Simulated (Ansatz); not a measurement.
System: GeAs2Pt2.

```cif
data_structure
_symmetry_space_group_name_H-M 'P 1'
_symmetry_Int_Tables_number 1
_cell_length_a 5.0101
_cell_length_b 5.0101
_cell_length_c 13.3375
_cell_angle_alpha 90.000
_cell_angle_beta 90.000
_cell_angle_gamma 90.000
_cell_volume 334.79
loop_
_atom_site_label
_atom_site_type_symbol
_atom_site_fract_x
_atom_site_fract_y
_atom_site_fract_z
_atom_site_occupancy
Ge1 Ge 0.00000 0.00000 0.50000 1
Ge2 Ge 0.50000 0.50000 0.00000 1
Ge3 Ge 0.50000 0.00000 0.25000 1
Ge4 Ge 0.00000 0.50000 0.75000 1
As1 As 0.00000 0.25000 0.12500 1
As2 As 0.50000 0.75000 0.62500 1
As3 As 0.25000 0.00000 0.87500 1
As4 As 0.75000 0.50000 0.37500 1
As5 As 0.25000 0.50000 0.37500 1
As6 As 0.75000 0.00000 0.87500 1
As7 As 0.00000 0.75000 0.12500 1
As8 As 0.50000 0.25000 0.62500 1
Pt1 Pt 0.50000 0.00000 0.06431 1
Pt2 Pt 0.00000 0.50000 0.56431 1
Pt3 Pt 0.00000 0.00000 0.31431 1
Pt4 Pt 0.50000 0.50000 0.81431 1
Pt5 Pt 0.00000 0.00000 0.68569 1
Pt6 Pt 0.50000 0.50000 0.18569 1
Pt7 Pt 0.50000 0.00000 0.43569 1
Pt8 Pt 0.00000 0.50000 0.93569 1
```

Space group I4₁/amd; a structure from a database of computed crystals, not necessarily the ambient phase; started from the BaAg2O2-141 prototype, which need not be the ambient phase.

These are results of DFT, PBEsol, plane waves, PAW (Ansatz), not measurements.

**What can the converged valence pseudo-density and electron localisation function tell about the bonding?**

Ge–Pt (2.48 Å): the density is about 0.55 e/Å³ at the midpoint; the ELF is about 0.40 at the midpoint.
As–As (2.51 Å): ρ is about 0.44 e/Å³ halfway; the ELF peaks at about 0.60 between the atoms.
As–Pt (2.82 Å): ρ is about 0.32 e/Å³ halfway; the ELF is about 0.35 at the midpoint.
Ge–Pt (2.65 Å): the density is about 0.42 e/Å³ at the midpoint; the ELF is about 0.45 at the midpoint.

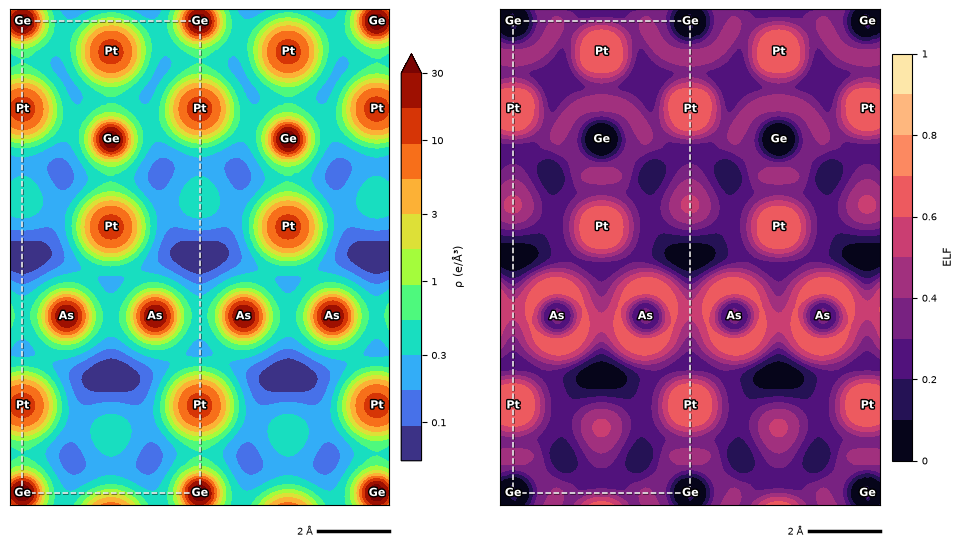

Computed valence pseudo-density and electron localisation function on the (010) plane of the conventional cell, in this order. 
